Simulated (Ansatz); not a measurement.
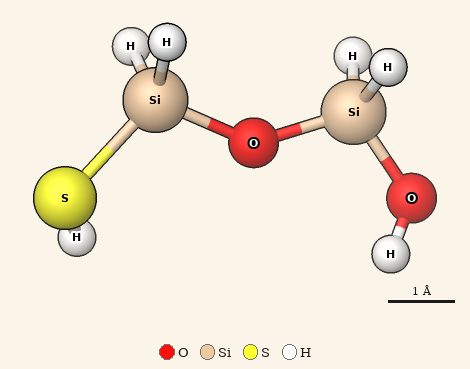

*The input geometry (ball-and-stick view, seen at a tilt).*

Bond lengths as drawn: H–O 0.96 Å, H–S 1.33 Å, H–Si 1.44 to 1.49 Å, O–Si 1.61 to 1.70 Å and S–Si 2.07 Å.

## Run report: Si₂H₆SO₂, geometry relaxation (part 1 of 2)

- system: Si₂H₆SO₂, SMILES O[SiH2]O[SiH2]S
- method: RKS PBE/def2-SVP (Ansatz 0.2.0)

It belongs to a series of runs on one base structure; here: end point A relaxed.

Log:
```
The last accepted step is kept in [file] (removed where the run ends without a failure and the disk answers)
Engine: ansatz 0.2.0, aarch64-unknown-linux-gnu
Functional definition: PBE
  parameter kappa = 0.804
  parameter beta = 0.06672455060314922
  exchange = pbe_x(kappa = kappa, mu = beta*pi^2/3)
  correlation = pbe_c(beta = beta)
1231 factors; their error is unknown
mean field evaluation 1: about -30747.3913 eV, gradient 7.4e1 eV
mean field evaluation 2: about -30705.0955 eV, gradient 1.6e2 eV
mean field evaluation 4: about -30756.6969 eV, gradient 1.4e1 eV
mean field evaluation 8: about -30757.0644 eV, gradient 1.6e-1 eV
mean field evaluation 16: about -30756.9776 eV, gradient 1.4e-4 eV
mean field -30756.97760370 eV, -1130.2980791077 hartree, gradient 2.1e-5 eV, S^2 0.000000; 0 other end points of the search recorded, 0 dependent functions left out
the calculation of the forces begins
reference -30756.97764359 eV, -1130.2980805738 hartree; 33, 33 occupied and 79, 79 virtual orbitals, 1231 factors
relax step   1: F+E_penalty+E_count = -30756.97760370 eV  Δ(F+E_penalty+E_count) = +0.000e0 eV  max|allowed force component| = 1.873e0 eV/Å  Δτ_max = 0.0000 Å  (27 SCF iters, accepted)
these checks for a lower state are left out or cut short: starts, cluster_reference, orbital_swaps, neighbouring_geometries, increment
1231 factors; their error is unknown
mean field -30757.19517150 eV, -1130.3060745771 hartree, gradient 1.2e-5 eV, S^2 0.000000; 0 other end points of the search recorded, 0 dependent functions left out
[... from here on the field's lines of each further geometry are left out, up to the last ...]
relax step   2: F+E_penalty+E_count = -30757.19517150 eV  Δ(F+E_penalty+E_count) = -2.176e-1 eV  max|allowed force component| = 9.322e-1 eV/Å  Δτ_max = 0.1941 Å  (29 SCF iters, accepted)
relax step   3: F+E_penalty+E_count = -30757.24710832 eV  Δ(F+E_penalty+E_count) = -5.194e-2 eV  max|allowed force component| = 4.693e-1 eV/Å  Δτ_max = 0.1743 Å  (28 SCF iters, accepted)
relax step   4: F+E_penalty+E_count = -30757.27962483 eV  Δ(F+E_penalty+E_count) = -3.252e-2 eV  max|allowed force component| = 5.902e-1 eV/Å  Δτ_max = 0.1999 Å  (34 SCF iters, accepted)
relax step   5: F+E_penalty+E_count = -30757.31299101 eV  Δ(F+E_penalty+E_count) = -3.337e-2 eV  max|allowed force component| = 1.790e-1 eV/Å  Δτ_max = 0.2000 Å  (34 SCF iters, accepted)
relax step   6: F+E_penalty+E_count = -30757.32591830 eV  Δ(F+E_penalty+E_count) = -1.293e-2 eV  max|allowed force component| = 1.324e-1 eV/Å  Δτ_max = 0.2000 Å  (28 SCF iters, accepted)
relax step   7: F+E_penalty+E_count = -30757.30058909 eV  Δ(F+E_penalty+E_count) = +2.533e-2 eV  max|allowed force component| = 7.822e-1 eV/Å  Δτ_max = 0.1996 Å  (35 SCF iters, rejected (line search))
relax step   8: F+E_penalty+E_count = -30757.32542514 eV  Δ(F+E_penalty+E_count) = +4.932e-4 eV  max|allowed force component| = 2.856e-1 eV/Å  Δτ_max = 0.0998 Å  (28 SCF iters, rejected (line search))
relax step   9: F+E_penalty+E_count = -30757.32982040 eV  Δ(F+E_penalty+E_count) = -3.902e-3 eV  max|allowed force component| = 2.927e-2 eV/Å  Δτ_max = 0.0484 Å  (28 SCF iters, accepted)
relax step  10: F+E_penalty+E_count = -30757.33425470 eV  Δ(F+E_penalty+E_count) = -4.434e-3 eV  max|allowed force component| = 1.446e-1 eV/Å  Δτ_max = 0.0975 Å  (28 SCF iters, accepted)
relax step  11: F+E_penalty+E_count = -30757.33885837 eV  Δ(F+E_penalty+E_count) = -4.604e-3 eV  max|allowed force component| = 2.513e-1 eV/Å  Δτ_max = 0.1248 Å  (29 SCF iters, accepted)
relax step  12: F+E_penalty+E_count = -30757.34597689 eV  Δ(F+E_penalty+E_count) = -7.119e-3 eV  max|allowed force component| = 1.977e-1 eV/Å  Δτ_max = 0.0754 Å  (28 SCF iters, accepted)
relax step  13: F+E_penalty+E_count = -30757.35678736 eV  Δ(F+E_penalty+E_count) = -1.081e-2 eV  max|allowed force component| = 3.095e-1 eV/Å  Δτ_max = 0.1734 Å  (29 SCF iters, accepted)
relax step  14: F+E_penalty+E_count = -30757.36815841 eV  Δ(F+E_penalty+E_count) = -1.137e-2 eV  max|allowed force component| = 3.707e-1 eV/Å  Δτ_max = 0.1594 Å  (30 SCF iters, accepted)
relax step  15: F+E_penalty+E_count = -30757.37801361 eV  Δ(F+E_penalty+E_count) = -9.855e-3 eV  max|allowed force component| = 5.583e-1 eV/Å  Δτ_max = 0.1951 Å  (30 SCF iters, accepted)
relax step  16: F+E_penalty+E_count = -30757.38930383 eV  Δ(F+E_penalty+E_count) = -1.129e-2 eV  max|allowed force component| = 4.394e-1 eV/Å  Δτ_max = 0.1126 Å  (29 SCF iters, accepted)
relax step  17: F+E_penalty+E_count = -30757.40972758 eV  Δ(F+E_penalty+E_count) = -2.042e-2 eV  max|allowed force component| = 2.227e-1 eV/Å  Δτ_max = 0.1941 Å  (28 SCF iters, accepted)
relax step  18: F+E_penalty+E_count = -30757.41908589 eV  Δ(F+E_penalty+E_count) = -9.358e-3 eV  max|allowed force component| = 2.454e-1 eV/Å  Δτ_max = 0.1908 Å  (30 SCF iters, accepted)
relax step  19: F+E_penalty+E_count = -30757.42270893 eV  Δ(F+E_penalty+E_count) = -3.623e-3 eV  max|allowed force component| = 2.059e-1 eV/Å  Δτ_max = 0.0258 Å  (30 SCF iters, accepted)
relax step  20: F+E_penalty+E_count = -30757.42743137 eV  Δ(F+E_penalty+E_count) = -4.722e-3 eV  max|allowed force component| = 1.474e-1 eV/Å  Δτ_max = 0.0528 Å  (30 SCF iters, accepted)
relax step  21: F+E_penalty+E_count = -30757.43056998 eV  Δ(F+E_penalty+E_count) = -3.139e-3 eV  max|allowed force component| = 1.122e-1 eV/Å  Δτ_max = 0.1090 Å  (29 SCF iters, accepted)
relax step  22: F+E_penalty+E_count = -30757.43204567 eV  Δ(F+E_penalty+E_count) = -1.476e-3 eV  max|allowed force component| = 5.413e-2 eV/Å  Δτ_max = 0.0646 Å  (29 SCF iters, accepted)
relax step  23: F+E_penalty+E_count = -30757.43235738 eV  Δ(F+E_penalty+E_count) = -3.117e-4 eV  max|allowed force component| = 2.931e-2 eV/Å  Δτ_max = 0.0106 Å  (31 SCF iters, accepted)
the calculation of the forces begins
reference -30757.43257071 eV, -1130.3147988370 hartree; 33, 33 occupied and 79, 79 virtual orbitals, 1231 factors
relax step  24: F+E_penalty+E_count = -30757.43253247 eV  Δ(F+E_penalty+E_count) = -1.751e-4 eV  max|allowed force component| = 8.421e-3 eV/Å  Δτ_max = 0.0185 Å  (30 SCF iters, accepted)
1231 factors; their error is unknown
mean field evaluation 192: about -30757.5198 eV, gradient 2.6e-1 eV
```

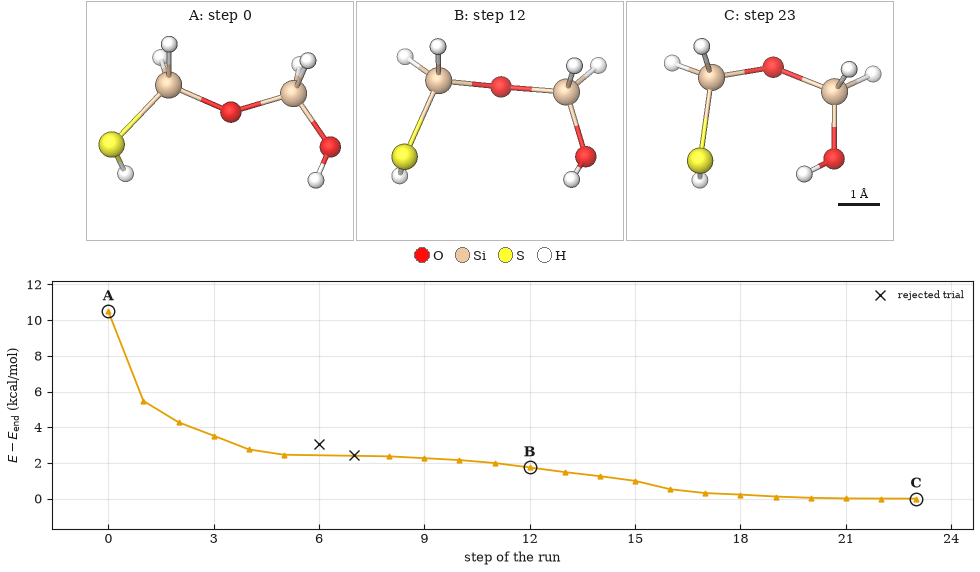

*Frames of the relaxation (ball-and-stick view, seen on its broad side) above the curves, on which the letters mark them (the first geometry is step 0 here and step 1 in the log).*

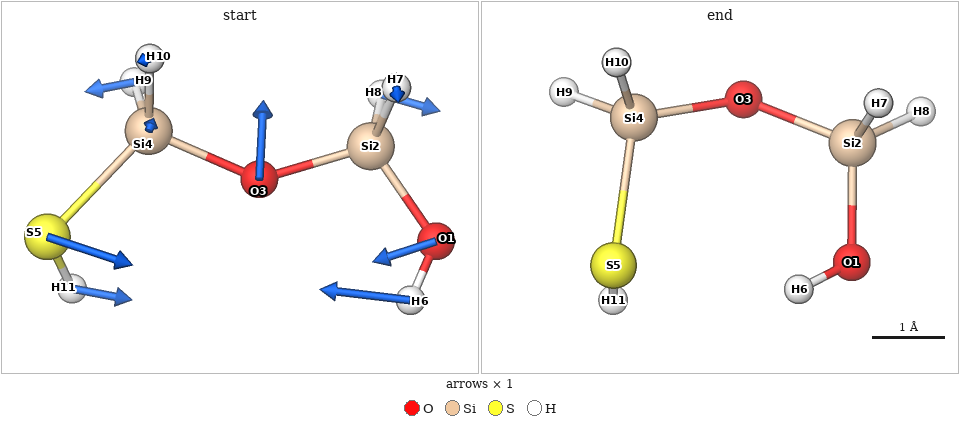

*Before (left) and after (right) the relaxation, at one scale (ball-and-stick view, seen on its broad side). The blue arrows give the displacements, at true length.*

Over 23 geometry steps the energy falls by 10.5 kcal/mol. Largest force component: 1.9 eV/Å at the start, 0.0084 eV/Å at the end. The line search rejected the trial steps at points 6, 7 (counted from 0) and went back. The largest moves after the best rigid fit, 1.30 Å, are those of S5 and H6. Largest moves by element: H 1.30 Å, S 1.30 Å, O 1.26 Å, Si 0.22 Å. Distances before and after: Si4–S5 2.071 → 2.181 Å, Si2–O3 1.631 → 1.693 Å, O1–Si2 1.614 → 1.669 Å, Si2–H8 1.445 → 1.492 Å. Among the angles that change: S5–Si4–H10 113.3° → 103.3°, Si2–O1–H6 120.2° → 112.7°, Si2–O3–Si4 140.0° → 133.8°. (Atoms are counted from 1 in the order of the input.)

```
mean field -30757.43253247 eV, -1130.3147974317 hartree, gradient 1.2e-5 eV, S^2 0.000000; 1 other end points of the search recorded, 0 dependent functions left out
the calculation of the forces begins
reference -30757.43257071 eV, -1130.3147988370 hartree; 33, 33 occupied and 79, 79 virtual orbitals, 1231 factors
Total energy: -30757.43257071 eV, -1130.3147988370 hartree
Atom 0 at    -0.726401     1.715064     0.972116 Å, force     0.005313    -0.004594    -0.005371 eV/Å
Atom 1 at    -1.392589     0.185041     0.924864 Å, force     0.005290    -0.004377    -0.002796 eV/Å
Atom 2 at    -0.767571    -0.696040    -0.378095 Å, force    -0.001122    -0.001782     0.007745 eV/Å
Atom 3 at     0.777365    -1.071636    -0.881599 Å, force    -0.001253     0.000359     0.001926 eV/Å
Atom 4 at     2.163237     0.568185    -0.500800 Å, force     0.005260     0.001824     0.006236 eV/Å
Atom 5 at     0.252326     1.703243     0.916486 Å, force    -0.008169     0.003216     0.008421 eV/Å
Atom 6 at    -1.106308    -0.607697     2.171952 Å, force     0.000226     0.002597     0.000251 eV/Å
Atom 7 at    -2.858580     0.353756     0.703184 Å, force    -0.001976     0.002994    -0.001135 eV/Å
Atom 8 at     0.725146    -1.372889    -2.346151 Å, force    -0.001677    -0.005415    -0.006947 eV/Å
Atom 9 at     1.363390    -2.207266    -0.094786 Å, force    -0.002230     0.002962    -0.003505 eV/Å
Atom 10 at     1.635186     1.373339    -1.466572 Å, force     0.000336     0.002216    -0.004825 eV/Å
Dipole moment:     0.174613    -0.105467    -0.164652 e Å
```

Trajectory as extended XYZ (Å, eV, eV/Å), 20 of the 24 frames kept, from step=1 to step=24:
```
11
Properties=species:S:1:pos:R:3:forces:R:3 step=1 energy=-30756.97760
O    -1.4444    1.6839    1.5893   -0.7638   1.5531   0.5743
Si   -1.3204    0.2033    0.9577    0.1162  -0.8784   0.5357
O     0.0458    0.1495    0.0689    1.6338  -0.4075  -0.9289
Si    0.9635   -0.9503   -0.8378   -1.8735   0.2242   0.6028
S     2.7188   -0.0651   -1.4893    1.8159  -0.2214   0.1541
H    -0.6704    2.2525    1.6436    0.3428   0.1722   0.0174
H    -1.2173   -0.7605    2.0762   -0.0600  -0.4836   0.2660
H    -2.4298   -0.0923    0.0805   -1.0074  -0.1512  -0.5053
H     0.0903   -1.2926   -1.9867   -0.1314  -0.2124  -0.3654
H     1.1890   -2.1687   -0.0082    0.4240  -0.1225   0.0090
H     2.1401    0.9834   -2.0736   -0.4967   0.5275  -0.3597
11
Properties=species:S:1:pos:R:3:forces:R:3 step=2 energy=-30757.19517
O    -1.4839    1.7169    1.6318   -0.3824   0.8566   0.2830
Si   -1.3374    0.2185    0.9903   -0.2670  -0.6574   0.2695
O     0.0413    0.1635    0.0834    0.9322  -0.3894  -0.7160
Si    0.9315   -0.9125   -0.8698   -0.0268  -0.0750   0.6668
S     2.8309   -0.0729   -1.4135   -0.4720   0.2825  -0.3006
H    -0.7054    2.2869    1.7044    0.1639   0.0013   0.0166
H    -1.2711   -0.8071    2.0855    0.0512  -0.0902   0.0156
H    -2.5045   -0.0644    0.1182   -0.3098   0.0198  -0.1283
H     0.0819   -1.2922   -2.0465    0.0716   0.0489  -0.0923
H     1.3290   -2.1266   -0.0675   -0.1371   0.0412  -0.0661
H     2.1530    0.8330   -2.1957    0.3761  -0.0383   0.0518
11
Properties=species:S:1:pos:R:3:forces:R:3 step=3 energy=-30757.24711
O    -1.5037    1.7386    1.6340   -0.2226   0.3312   0.0559
Si   -1.3506    0.2133    1.0109   -0.1653  -0.2777   0.0868
O     0.0407    0.1398    0.0923    0.3052  -0.2778  -0.2389
Si    0.9231   -0.9397   -0.8491    0.0237   0.2789   0.0329
S     2.8079   -0.0615   -1.4361   -0.2266   0.3035  -0.2847
H    -0.7174    2.3005    1.7165    0.1059  -0.0757   0.0148
H    -1.2802   -0.8181    2.1091    0.0568   0.0333  -0.0430
H    -2.5451   -0.0664    0.1455   -0.0257   0.0622   0.0324
H     0.1014   -1.3003   -2.0566    0.0251  -0.0108   0.0349
H     1.3062   -2.1629   -0.0554    0.0000   0.1020  -0.0768
H     2.2829    0.8998   -2.2908    0.1235  -0.4693   0.3857
11
Properties=species:S:1:pos:R:3:forces:R:3 step=5 energy=-30757.31299
O    -1.4479    1.8435    1.4428   -0.1400   0.0049   0.0482
Si   -1.4024    0.2368    0.9944    0.0720   0.0935   0.0588
O    -0.0995    0.0076   -0.0269    0.0369  -0.1790  -0.1124
Si    0.9524   -0.9553   -0.8946   -0.0716  -0.0193  -0.0003
S     2.8031    0.0455   -1.3406   -0.0151   0.0437  -0.0100
H    -0.7087    2.1667    1.9861    0.0176  -0.0453  -0.0132
H    -1.2318   -0.6840    2.1805   -0.0101   0.0501  -0.0781
H    -2.6987   -0.0129    0.2806    0.0998   0.0196   0.0238
H     0.2962   -1.3568   -2.1860   -0.0239   0.0100   0.0429
H     1.3560   -2.1591   -0.0932   -0.0036   0.0129   0.0188
H     2.2463    0.8111   -2.3226    0.0380   0.0089   0.0214
11
Properties=species:S:1:pos:R:3:forces:R:3 step=6 energy=-30757.32592
O    -1.4068    1.8508    1.4510    0.0430   0.0182  -0.0205
Si   -1.4075    0.2506    0.9798   -0.1013  -0.1324  -0.0282
O    -0.2298   -0.0634   -0.1609    0.0691   0.0207  -0.0371
Si    0.9340   -0.9852   -0.9172   -0.0987  -0.0225  -0.0113
S     2.7619    0.0926   -1.2661    0.0407   0.0420   0.0230
H    -0.6182    2.1390    1.9423    0.0103   0.0264   0.0147
H    -1.1668   -0.6724    2.1472    0.0037   0.0191  -0.0113
H    -2.7499    0.0319    0.3542    0.0276   0.0237   0.0466
H     0.3615   -1.4551   -2.2234    0.0113   0.0009   0.0205
H     1.3539   -2.1385   -0.0520   -0.0005   0.0057   0.0070
H     2.2328    0.8929   -2.2342   -0.0052  -0.0018  -0.0035
11
Properties=species:S:1:pos:R:3:forces:R:3 step=7 energy=-30757.30059 accepted=F
O    -1.3208    1.8770    1.3871    0.7822   0.0977   0.5874
Si   -1.4207    0.2595    0.9581    0.1571  -0.0914  -0.2972
O    -0.3552   -0.1525   -0.2882    0.0231  -0.0951   0.1705
Si    0.9209   -1.0251   -0.9519   -0.2422   0.2240   0.0850
S     2.7253    0.1559   -1.1914   -0.1732  -0.1068   0.0463
H    -0.5698    2.1131    1.9979   -0.7655  -0.2766  -0.6981
H    -1.1226   -0.6252    2.1466    0.0027   0.0300  -0.0847
H    -2.8235    0.0746    0.4424    0.2197   0.0421   0.0555
H     0.4438   -1.5654   -2.2823    0.0835   0.1122   0.1978
H     1.3707   -2.1347   -0.0361   -0.0587   0.0660  -0.0434
H     2.2170    0.9658   -2.1616   -0.0286  -0.0020  -0.0192
11
Properties=species:S:1:pos:R:3:forces:R:3 step=8 energy=-30757.32542 accepted=F
O    -1.3441    1.8434    1.4095   -0.0346  -0.0639   0.0033
Si   -1.4205    0.2316    0.9631    0.2599   0.2856   0.1453
O    -0.2793   -0.1046   -0.2109   -0.2288   0.0113  -0.0213
Si    0.9186   -0.9977   -0.9352    0.2001   0.0097   0.1735
S     2.7314    0.1499   -1.1903   -0.1129  -0.0538  -0.0672
H    -0.5577    2.1261    1.9102   -0.0385  -0.0798  -0.0635
H    -1.1443   -0.6679    2.1377   -0.0281  -0.0554  -0.0103
H    -2.7932    0.0603    0.4127   -0.0513  -0.0430  -0.0641
H     0.3965   -1.4909   -2.2482    0.0186  -0.0026  -0.0613
H     1.3491   -2.1239   -0.0389   -0.0181  -0.0362  -0.0357
H     2.2086    0.9168   -2.1889    0.0337   0.0281   0.0011
11
Properties=species:S:1:pos:R:3:forces:R:3 step=9 energy=-30757.32982
O    -1.3786    1.8489    1.4352    0.0120  -0.0154  -0.0186
Si   -1.4133    0.2442    0.9742    0.0146   0.0032   0.0135
O    -0.2614   -0.0852   -0.1904   -0.0254   0.0133  -0.0116
Si    0.9276   -0.9927   -0.9207   -0.0147   0.0122  -0.0122
S     2.7458    0.1206   -1.2345    0.0115   0.0018   0.0293
H    -0.5873    2.1331    1.9249    0.0081  -0.0030  -0.0039
H    -1.1558   -0.6716    2.1420    0.0010  -0.0066  -0.0038
H    -2.7717    0.0456    0.3854   -0.0043   0.0007   0.0053
H     0.3888   -1.4719   -2.2360    0.0038  -0.0075   0.0026
H     1.3462   -2.1376   -0.0431    0.0065   0.0097  -0.0013
H     2.2251    0.9098   -2.2163   -0.0130  -0.0083   0.0008
```
